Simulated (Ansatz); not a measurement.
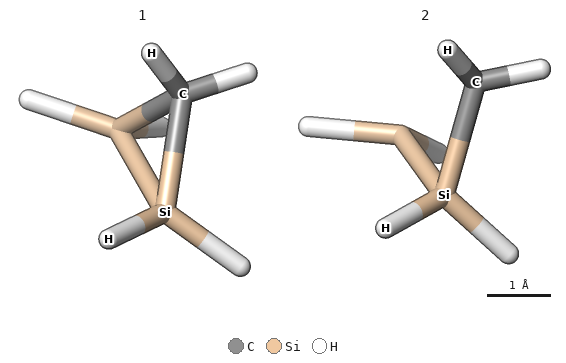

Two geometries of CH6Si2, drawn at one scale. One is the start of a relaxation, the other its converged end. A stick model, seen from a free direction.

These are results of Ansatz 0.2.0, RKS PBE-D4/def2-SVP, not measurements. Set-up: force threshold 0.03 eV/Å; at most 250 steps.

**Which geometry has the lower energy?**

Structure 1 is the relaxed one. It is one of the separated reactants of a reaction. The largest moves after the best rigid fit, 0.44 Å, are those of H atoms. Largest moves by element: H 0.44 Å, Si 0.33 Å, C 0.33 Å. Near-neighbour distances that change, for instance: Si–Si 1.897 → 2.275 Å, C–Si 2.247 → 1.921 Å, H–Si 1.420 → 1.499 Å, C–H 1.060 → 1.106 Å. Among the angles between lasting bonds that change: C–Si–Si 72.6° → 53.7°, Si–Si–H 116.2° → 121.5°, Si–Si–H 117.1° → 121.5°. The energy falls by 2.643 eV in 5 geometry steps. The largest force component goes from 7 to 0.012 eV/Å. Cost: 8 s on 2 threads of Arm Neoverse V1, with other jobs on the host.
